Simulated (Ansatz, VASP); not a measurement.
## MnF2 in two plane-wave programs

Aim: how closely do two programs agree when they are given the same cell, functional and k mesh?

Method: plane waves, with VASP 6.6.1 beside it; single point at PBE, DFT+U and single point at PBE, DFT+U, spin-orbit coupling, in Ansatz 0.2.0.

## 1. The structure

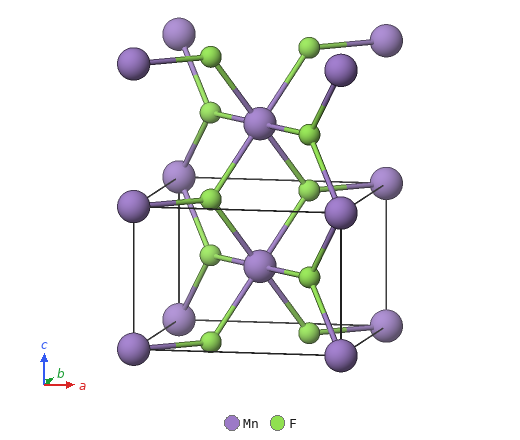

The cell as given, slightly off an axis (manganese light purple, fluorine green). 1×1×2 cells are drawn. Some periodic images of atoms are drawn too.

Coordinates:

```cif
data_structure
_symmetry_space_group_name_H-M 'P4_2/mnm'
_symmetry_Int_Tables_number 136
_cell_length_a 4.8738
_cell_length_b 4.8738
_cell_length_c 3.3107
_cell_angle_alpha 90.000
_cell_angle_beta 90.000
_cell_angle_gamma 90.000
_cell_volume 78.64
loop_
_atom_site_label
_atom_site_type_symbol
_atom_site_symmetry_multiplicity
_atom_site_Wyckoff_symbol
_atom_site_fract_x
_atom_site_fract_y
_atom_site_fract_z
_atom_site_occupancy
Mn1 Mn 2 a 0.00000 0.00000 0.00000 1
F1 F 4 f 0.30530 0.30530 0.00000 1
```

## 2. VASP: single point, PBE, DFT+U

With cell and atoms fixed, the geometry can't cause a difference; cores, projectors, grids and the points listed under the comparison can.

Lines of VASP's logs that name or quote its potential files are left out, and so is its time.

File INCAR:

```
SYSTEM = MnF2
PREC = Accurate
ENCUT = 480
EDIFF = 1E-06
NELM = 150
ISMEAR = -1
SIGMA = 0.02
LREAL = .FALSE.
ALGO = Normal
GGA = PE
NBANDS = 36
ISPIN = 2
MAGMOM = 4.5 -4.5 0 0 0 0
LDAU = .TRUE.
LDAUTYPE = 2
LDAUL = 2 -1
LDAUU = 4 0
LDAUJ = 0 0
LDAUPRINT = 1
LASPH = .TRUE.
LMAXMIX = 4
LORBIT = 11
LWAVE = .FALSE.
LCHARG = .TRUE.
KPAR = 4
AMIX = 0.2
BMIX = 1E-04
AMIX_MAG = 0.8
BMIX_MAG = 1E-04
```

File POSCAR:

```
MnF2
1.0
    4.8738000000      0.0000000000      0.0000000000
    0.0000000000      4.8738000000      0.0000000000
    0.0000000000      0.0000000000      3.3107000000
Mn F
2 4
Direct
    0.0000000000      0.0000000000      0.0000000000
    0.5000000000      0.5000000000      0.5000000000
    0.3053000000      0.3053000000      0.0000000000
    0.1947000000      0.8053000000      0.5000000000
    0.6947000000      0.6947000000      0.0000000000
    0.8053000000      0.1947000000      0.5000000000
```

File KPOINTS:

```
Automatic mesh
0
Gamma
6 6 10
0 0 0
```

Potentials, in the order of the species: Mn_pv and F (PBE family, release 64).

The run is started by

```sh
$ mpirun -np 4 vasp_std
```

Numbers of over 12 decimals in the logs are rounded to 6 here.

The log of the run:

```text
[banner, memory and clock lines left out]
running    4 mpi-ranks, on    1 nodes
 distrk:  each k-point on    1 cores,    4 groups
 distr:  one band on    1 cores,    1 groups

 POSCAR found type information on POSCAR MnF
 POSCAR found :  2 types and       6 ions
 LDA part: xc-table for (Slater+PW92), standard interpolation
 POSCAR, INCAR and KPOINTS ok, starting setup
 FFT: planning ... GRIDC
 FFT: planning ... GRID_SOFT
 FFT: planning ... GRID
 WAVECAR not read
 entering main loop
       N       E                     dE             d eps       ncg     rms          rms(c)
DAV:   1     0.678805562387E+03    0.67881E+03   -0.29727E+04  8896   0.161E+03
DAV:   2     0.253415571591E+02   -0.65346E+03   -0.62055E+03  9352   0.485E+02
DAV:   3    -0.370867092756E+02   -0.62428E+02   -0.61821E+02  9440   0.163E+02
DAV:   4    -0.382553632721E+02   -0.11687E+01   -0.11666E+01  9544   0.244E+01
DAV:   5    -0.382703130158E+02   -0.14950E-01   -0.14949E-01  9236   0.292E+00    0.213E+01
DAV:   6    -0.384043706480E+02   -0.13406E+00   -0.65525E+00 10060   0.194E+01    0.171E+01
DAV:   7    -0.378341595550E+02    0.57021E+00   -0.49315E+00 10480   0.170E+01    0.139E+01
DAV:   8    -0.376032475446E+02    0.23091E+00   -0.13912E+00  9452   0.161E+01    0.566E+00
DAV:   9    -0.378377150626E+02   -0.23447E+00   -0.32887E-01  9684   0.815E+00    0.268E+00
DAV:  10    -0.378465189648E+02   -0.88039E-02   -0.12447E-01  9428   0.231E+00    0.103E+00
DAV:  11    -0.378473925227E+02   -0.87356E-03   -0.13327E-02  9144   0.134E+00    0.376E-01
DAV:  12    -0.378480239835E+02   -0.63146E-03   -0.12585E-02  9000   0.737E-01    0.256E-01
DAV:  13    -0.378476976475E+02    0.32634E-03   -0.95835E-04  9088   0.286E-01    0.209E-01
DAV:  14    -0.378472954926E+02    0.40215E-03   -0.14093E-03  9120   0.221E-01    0.499E-02
DAV:  15    -0.378472830803E+02    0.12412E-04   -0.22983E-04  9472   0.893E-02    0.144E-02
DAV:  16    -0.378472831910E+02   -0.11071E-06   -0.48646E-06  9028   0.179E-02
   1 F= -.37847283E+02 E0= -.37847283E+02  d E =-.126226E-12  mag=     0.0000
```

Parts of OUTCAR (step 2):

```text
ion  position               nearest neighbor table
   1  0.000  0.000  0.000-   3 2.10   5 2.10   4 2.13   6 2.13   4 2.13   6 2.13
   2  0.500  0.500  0.500-   4 2.10   6 2.10   5 2.13   3 2.13   3 2.13   5 2.13
   3  0.305  0.305  0.000-   1 2.10   2 2.13   2 2.13
   4  0.195  0.805  0.500-   2 2.10   1 2.13   1 2.13
   5  0.695  0.695  0.000-   1 2.10   2 2.13   2 2.13
   6  0.805  0.195  0.500-   2 2.10   1 2.13   1 2.13

  LATTYP: Found a simple tetragonal cell.
 ALAT       =     4.8738000000
 C/A-ratio  =     0.6792851574

 Subroutine GETGRP returns: Found 16 space group operations
 (whereof  8 operations were pure point group operations)

The static configuration has the point symmetry D_2h.
 The point group associated with its full space group is D_4h.

 Found     60 irreducible k-points:

   k-points           NKPTS =     60   k-points in BZ     NKDIM =     60   number of bands    NBANDS=     36

   dimension x,y,z NGX =    36 NGY =   36 NGZ =   24
   dimension x,y,z NGXF=    72 NGYF=   72 NGZF=   48

   ENCUT  =  480.0 eV  35.28 Ry    5.94 a.u.   8.71  8.71  5.91*2*pi/ulx,y,z

   NELECT =      54.0000    total number of electrons

 k-points in reciprocal lattice and weights: Automatic mesh
   0.00000000  0.00000000  0.00000000       0.003
   0.16666667  0.00000000  0.00000000       0.011
   0.33333333  0.00000000  0.00000000       0.011
   0.50000000  0.00000000  0.00000000       0.006
   0.16666667  0.16666667  0.00000000       0.011
   0.33333333  0.16666667  0.00000000       0.022
   0.50000000  0.16666667  0.00000000       0.011
   0.33333333  0.33333333  0.00000000       0.011
   0.50000000  0.33333333  0.00000000       0.011
[...]
0.50000000  0.33333333  0.50000000       0.011
   0.50000000  0.50000000  0.50000000       0.003

atom =   1  type =  1  l = 2

 onsite density matrix

spin component  1

  0.9704  0.0000 -0.0189  0.0000 -0.0000
  0.0000  0.9651  0.0000 -0.0167  0.0000
 -0.0189  0.0000  0.9595  0.0000  0.0000
  0.0000 -0.0167  0.0000  0.9651  0.0000
 -0.0000  0.0000  0.0000  0.0000  0.9485

spin component  2

  0.0451  0.0000 -0.0252  0.0000 -0.0000
  0.0000  0.0371  0.0000 -0.0216  0.0000
 -0.0252  0.0000  0.0317  0.0000 -0.0000
  0.0000 -0.0216  0.0000  0.0371  0.0000
 -0.0000  0.0000 -0.0000  0.0000  0.0135

 occupancies and eigenvectors

  o =  0.0123  v =  0.0000  0.0000  0.0000  0.0000  0.0000 -0.6089  0.0000 -0.7933  0.0000 -0.0000      0.0000  0.0000  0.0000  0.0000  0.0000  0.0000  0.0000  0.0000  0.0000  0.0000
[...]
o =  0.0135  v = -0.0000 -0.0000  0.0000  0.0000 -1.0000  0.0000  0.0000  0.0000  0.0000  0.0000      0.0000  0.0000  0.0000  0.0000  0.0000  0.0000  0.0000  0.0000  0.0000  0.0000
  o =  0.0156  v =  0.0000 -0.7071  0.0000  0.7071  0.0000  0.0000  0.0000  0.0000  0.0000  0.0000      0.0000  0.0000  0.0000  0.0000  0.0000  0.0000  0.0000  0.0000  0.0000  0.0000
  o =  0.0587  v =  0.0000 -0.7071  0.0000 -0.7071  0.0000  0.0000  0.0000  0.0000  0.0000  0.0000      0.0000  0.0000  0.0000  0.0000  0.0000  0.0000  0.0000  0.0000  0.0000  0.0000
  o =  0.0645  v = -0.7933  0.0000 -0.6089  0.0000  0.0000  0.0000  0.0000  0.0000  0.0000  0.0000      0.0000  0.0000  0.0000  0.0000  0.0000  0.0000  0.0000  0.0000  0.0000  0.0000
  o =  0.9453  v =  0.0000  0.0000  0.0000  0.0000  0.0000 -0.6020  0.0000  0.7985  0.0000 -0.0000      0.0000  0.0000  0.0000  0.0000  0.0000  0.0000  0.0000  0.0000  0.0000  0.0000
  o =  0.9485  v =  0.0000  0.0000  0.0000  0.0000  0.0000  0.0000  0.7071  0.0000 -0.7071 -0.0000      0.0000  0.0000  0.0000  0.0000  0.0000  0.0000  0.0000  0.0000  0.0000  0.0000
  o =  0.9485  v =  0.0000  0.0000  0.0000  0.0000  0.0000  0.0000  0.0000  0.0000  0.0000  1.0000      0.0000  0.0000  0.0000  0.0000  0.0000  0.0000  0.0000  0.0000  0.0000  0.0000
  o =  0.9818  v =  0.0000  0.0000  0.0000  0.0000  0.0000  0.0000 -0.7071  0.0000 -0.7071  0.0000      0.0000  0.0000  0.0000  0.0000  0.0000  0.0000  0.0000  0.0000  0.0000  0.0000
  o =  0.9846  v =  0.0000  0.0000  0.0000  0.0000  0.0000 -0.7985  0.0000 -0.6020  0.0000  0.0000      0.0000  0.0000  0.0000  0.0000  0.0000  0.0000  0.0000  0.0000  0.0000  0.0000

 average (electrostatic) potential at core
       1 -70.9220       2 -70.9220       3 -77.0188       4 -77.0188       5 -77.0188
       6 -77.0188

 E-fermi :   1.9791

 spin component 1
 k-point     1 :       0.0000    0.0000    0.0000
  band No.  band energies     occupation
    ...
     23      -0.4757      1.00000
     24      -0.3013      1.00000
     25      -0.0240      1.00000
     26       0.9773      1.00000
     27       1.4062      1.00000
     28       5.0064      0.00000
     29       6.9722      0.00000
     30       7.5653      0.00000
     31       7.6264      0.00000
     32       8.3567      0.00000
    ...

 k-point     2 :       0.1667    0.0000    0.0000
  band No.  band energies     occupation
    ...
     23      -0.4530      1.00000
     24      -0.2859      1.00000
     25      -0.0011      1.00000
     26       1.0623      1.00000
     27       1.4156      1.00000
     28       5.3272      0.00000
     29       6.9886      0.00000
     30       7.5603      0.00000
     31       7.6172      0.00000
     32       8.3223      0.00000
    ...

 k-point     3 :       0.3333    0.0000    0.0000
  band No.  band energies     occupation
    ...
     23      -0.4180      1.00000
     24      -0.2587      1.00000
     25       0.0321      1.00000
     26       1.2158      1.00000
     27       1.4343      1.00000
     28       6.1429      0.00000
     29       7.0226      0.00000
     30       7.5497      0.00000
     31       7.5986      0.00000
     32       8.2039      0.00000
    ...

 k-point     4 :       0.5000    0.0000    0.0000
  band No.  band energies     occupation
    ...
     23      -0.4033      1.00000
     24      -0.2466      1.00000
     25       0.0453      1.00000
     26       1.2864      1.00000
     27       1.4436      1.00000
     28       6.9152      0.00000
     29       7.0807      0.00000
     30       7.5441      0.00000
     31       7.5893      0.00000
     32       7.6293      0.00000
    ...

 k-point     5 :       0.1667    0.1667    0.0000
  band No.  band energies     occupation
    ...
     23      -0.4468      1.00000
     24      -0.2569      1.00000
     25       0.0218      1.00000
     26       1.1786      1.00000
     27       1.4048      1.00000
     28       5.6390      0.00000
     29       6.9885      0.00000
     30       7.5625      0.00000
     31       7.6242      0.00000
     32       8.1851      0.00000
    ...

 k-point     6 :       0.3333    0.1667    0.0000
  band No.  band energies     occupation
    ...
     23      -0.4294      1.00000
     24      -0.2429      1.00000
     25       0.0691      1.00000
     26       1.2176      1.00000
     27       1.4134      1.00000
     28       6.4098      0.00000
     29       6.9995      0.00000
     30       7.5591      0.00000
     31       7.6140      0.00000
     32       8.0105      0.00000
    ...

  Total        1.6889673      1.6889673      1.9433796      0.0000000      0.0000000      0.0000000
  in kB       34.4093597     34.4093597     39.5925049      0.0000000      0.0000000      0.0000000
  external PRESSURE =      36.1370748 kB  Pullay stress =       0.0000000 kB

  energy-cutoff  :      480.00
  volume of cell :       78.64
      direct lattice vectors                 reciprocal lattice vectors
     4.873800000  0.000000000  0.000000000     0.205178711  0.000000000  0.000000000
     0.000000000  4.873800000  0.000000000     0.000000000  0.205178711  0.000000000
     0.000000000  0.000000000  3.310700000     0.000000000  0.000000000  0.302050926

 POSITION                                       TOTAL-FORCE (eV/Angst)
 -----------------------------------------------------------------------------------
      0.00000      0.00000      0.00000         0.000000      0.000000      0.000000
      2.43690      2.43690      1.65535         0.000000      0.000000      0.000000
      1.48797      1.48797      0.00000        -0.052079     -0.052079      0.000000
      0.94893      3.92487      1.65535         0.052079     -0.052079      0.000000
      3.38583      3.38583      0.00000         0.052079      0.052079     -0.000000
      3.92487      0.94893      1.65535        -0.052079      0.052079     -0.000000
 -----------------------------------------------------------------------------------
    total drift:                                0.000000      0.000000      0.000000

  FREE ENERGIE OF THE ION-ELECTRON SYSTEM (eV)
  ---------------------------------------------------
  free  energy   TOTEN  =       -37.8472831910 eV

  energy  without entropy=      -37.8472831910  energy(sigma->0) =      -37.84728319

 total charge
# of ion       s       p       d       tot
------------------------------------------
    1        0.163   6.147   4.955  11.265
    2        0.163   6.147   4.955  11.265
    3        1.740   4.380   0.000   6.119
    4        1.740   4.380   0.000   6.119
    5        1.740   4.380   0.000   6.119
    6        1.740   4.380   0.000   6.119
--------------------------------------------------
tot          7.286  29.812   9.910  47.008

 magnetization (x)
# of ion       s       p       d       tot
------------------------------------------
    1        0.019   0.018   4.634   4.671
    2       -0.019  -0.018  -4.634  -4.671
    3       -0.002  -0.016   0.000  -0.018
    4        0.002   0.016   0.000   0.018
    5       -0.002  -0.016   0.000  -0.018
    6        0.002   0.016   0.000   0.018
--------------------------------------------------
tot         -0.000   0.000   0.000   0.000

[... 3 further parts left out ...]
```

The run ends at a pressure of 3.61 GPa, with forces up to 0.074 eV/Å.

(Part 1 of 2 ends here.)

[Lines on the potential files, build, host, timing and source positions are cut from VASP's logs without a mark.]

[Logs are printed without paths, hosts, clocks, repeated set-up lines and the standing remarks that a program may print on its own settings, such as how far it seeks lower states.]

[Hosts, paths, dates, database ids (printed as entryN), source tags and the programs' standing remarks are cut or masked in the printed files.]
